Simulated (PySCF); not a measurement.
Excited-state calculation of C3H6F5PSi

C3H6F5PSi, computed with TDDFT CAM-B3LYP/def2-SVPD, vertical, gas phase, core orbitals frozen in the response (PySCF 2.14.0).

The geometry comes from this level: PBE0-D3(BJ)/def2-SVP.

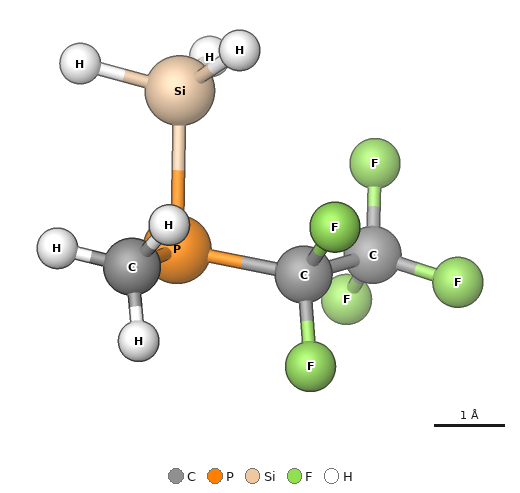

*The structure (ball-and-stick view, seen at a tilt).*

**The input**
```
{"job": {"kind": "uv", "xc": "CAM-B3LYP", "basis": "def2-SVPD", "ip": true}, "charge": 0, "multiplicity": 1}
C      1.624829     1.429292     0.348625
P      0.550410     0.461109    -0.816245
Si     1.214466    -1.635460    -0.240366
C     -1.028815     0.608064     0.221639
F     -0.852334     0.294601     1.524314
F     -1.429598     1.898274     0.178619
C     -2.203200    -0.245895    -0.287120
F     -3.298984     0.005788     0.410471
F     -1.911954    -1.540968    -0.159992
F     -2.441395     0.007702    -1.566705
H      1.590606     1.057213     1.382386
H      1.291918     2.477007     0.333096
H      2.659804     1.390910    -0.020662
H      2.679662    -1.640316    -0.536179
H      0.534560    -2.643644    -1.099522
H      0.997679    -1.929586     1.206438
```

The first line tells a small driver script what to run in PySCF; the rest is the geometry in Å.

Run on 1 CPU thread, shared host.

Launched with:
```bash
OMP_NUM_THREADS=1 python <driver script> task.json out
```

**Log**
```
coarse grid: 15656 points
cycle   1  E = -1246.8022524149  dE =  1.410e+00  |g| = 1.147e+00  |ddm| = 4.811e+00
cycle   2  E = -1246.6540370169  dE =  1.482e-01  |g| = 1.565e+00  |ddm| = 2.405e+00
cycle   3  E = -1247.0474235201  dE = -3.934e-01  |g| = 7.019e-02  |ddm| = 1.348e+00
cycle   4  E = -1247.0483080351  dE = -8.845e-04  |g| = 3.431e-02  |ddm| = 1.480e-01
cycle   5  E = -1247.0485199931  dE = -2.120e-04  |g| = 1.150e-02  |ddm| = 5.182e-02
cycle   6  E = -1247.0485426458  dE = -2.265e-05  |g| = 2.585e-03  |ddm| = 1.368e-02
cycle   7  E = -1247.0485441695  dE = -1.524e-06  |g| = 6.769e-04  |ddm| = 5.235e-03
final grid: 147728 points
cycle   8  E = -1247.2058950452  dE = -3.667e-05  |g| = 5.671e-03  |ddm| = 6.026e-02
cycle   9  E = -1247.2058934063  dE =  1.639e-06  |g| = 6.706e-03  |ddm| = 1.016e-02
cycle  10  E = -1247.2059002804  dE = -6.874e-06  |g| = 3.906e-04  |ddm| = 5.038e-03
cycle  11  E = -1247.2059003068  dE = -2.641e-08  |g| = 1.896e-04  |ddm| = 7.607e-04
cycle  12  E = -1247.2059003151  dE = -8.289e-09  |g| = 4.099e-05  |ddm| = 2.986e-04
cycle  13  E = -1247.2059003155  dE = -4.075e-10  |g| = 9.139e-06  |ddm| = 7.178e-05
```

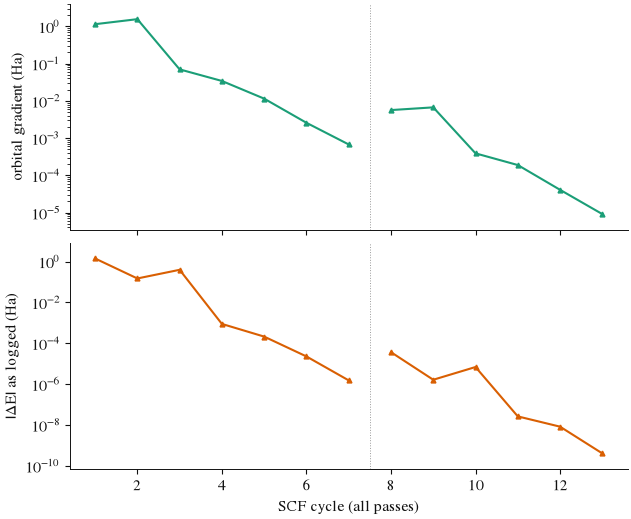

*Convergence of the self-consistent field: orbital gradient and size of the energy change against the SCF cycle. The dotted line marks the change from a coarse to the final integration grid.*

The first 7 cycles use a coarse grid, the final grid takes over at cycle 8, and the field converges after 13 cycles in all.

```
converged SCF energy = -1247.2059003155

Static polarisability (au): isotropic 95.025, principal 82.598 98.099 104.378

Singlet excitations
state   eV       nm        f      main configurations
  1   5.9649    207.9   0.01616   H->L+1 0.71, H->L+2 0.15
  2   6.5588    189.0   0.18420   H->L 0.76, H->L+1 0.12
  3   7.0959    174.7   0.02377   H->L+3 0.64, H->L+2 0.23
  4   7.2844    170.2   0.01940   H->L+2 0.37, H->L+3 0.26, H->L+4 0.17
  5   7.5425    164.4   0.01778   H->L+4 0.63, H->L+2 0.11
  6   7.8330    158.3   0.03574   H->L+6 0.54, H->L+5 0.12
  7   8.0714    153.6   0.05615   H-1->L 0.30, H-1->L+1 0.29, H-2->L 0.10
  8   8.2482    150.3   0.05524   H-1->L 0.46, H-1->L+1 0.34
  9   8.3963    147.7   0.03876   H->L+5 0.34, H->L+7 0.32
 10   8.5894    144.3   0.02418   H->L+7 0.29, H->L+8 0.16, H->L+9 0.15

Triplet excitations (Tamm-Dancoff, eV): 5.0480 5.4201 6.6660 6.8213
Vertical ionisation energy (delta-SCF) = 9.5278 eV
```

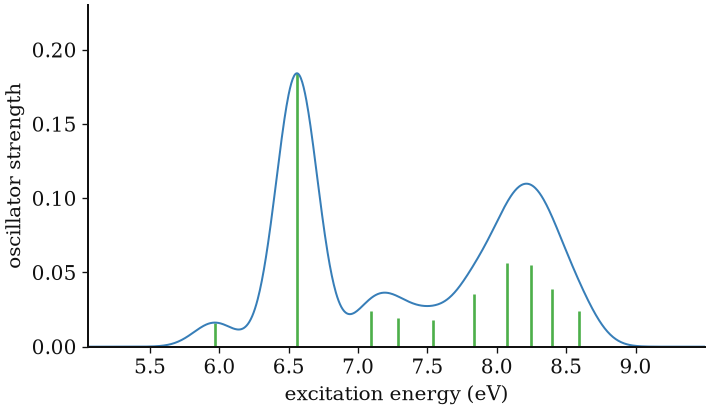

*Computed excitations as sticks (degenerate states added up, dark ones marked on the axis), with a Gaussian envelope of 0.35 eV full width at half maximum, scaled to the tallest.*

Of the 10 states the lowest lies at 5.96 eV (f = 0.016); the strongest line is at 6.56 eV, or 189 nm (f = 0.184).

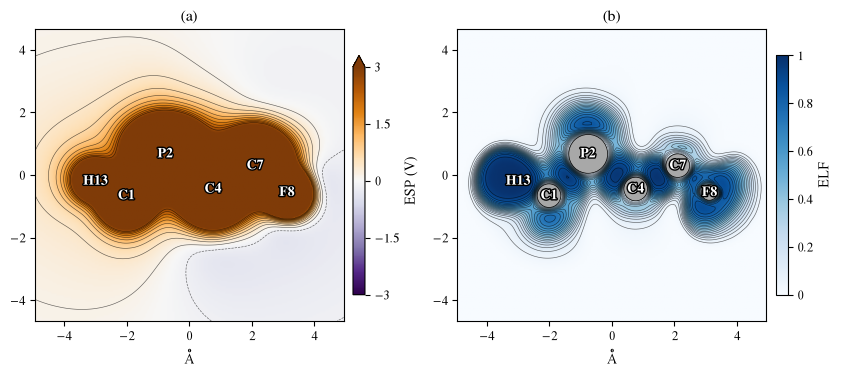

*(a) molecular electrostatic potential; (b) electron localisation function on the plane of atoms C4, C7 and F8. Grey discs, where drawn, cover atomic cores.*

Atoms in the plane: C, P, F and H. C–P (1.86 Å): the ELF peaks at about 0.95 between the atoms, as expected for localised, shared-pair bonding.

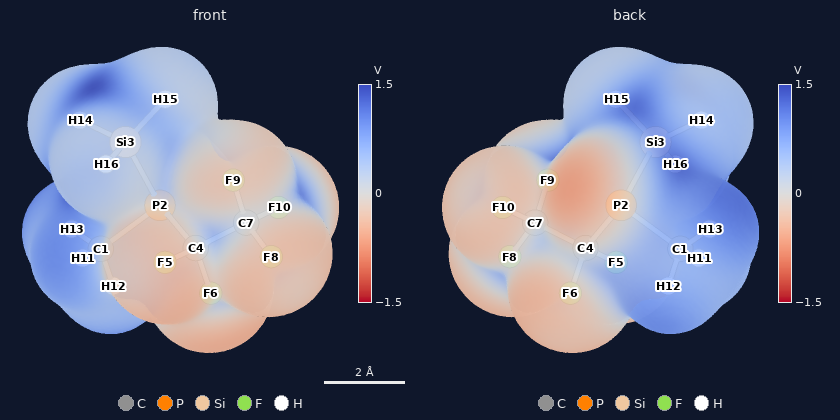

*The electrostatic potential painted on the density surface at 0.002 e/bohr³, seen at a tilt and from behind; red is negative and blue positive.*

Its dipole moment is 2.47 D.

**Results in brief**

| quantity | value |
| --- | --- |
| outcome | converged |
| total energy | −1247.205900 hartree |
| HOMO | −8.81 eV |
| LUMO | 0.71 eV |
| dipole moment | 2.47 D |
| mean polarisability | 95.03 a.u. |
| vertical ionisation energy | 9.53 eV |
| lowest singlet excitation | 5.96 eV |
| wall time | 3 min |
| peak memory | 1.4 GiB |
